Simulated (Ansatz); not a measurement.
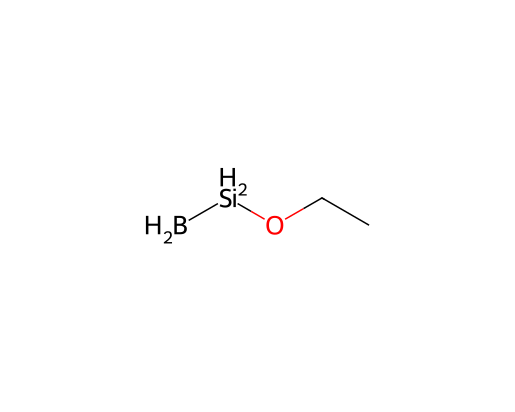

(Drawn from a calculation with Ansatz.)

Skeletal drawing of a molecule.

Q: Transcribe the drawing into SMILES.

A: B[SiH2]OCC

Q: What is the molecular formula?

A: C2H9BOSi.

Q: An optimisation with PBE0-D4/def2-TZVP gave a structure of which point group?

A: C1. Other conformers may differ.
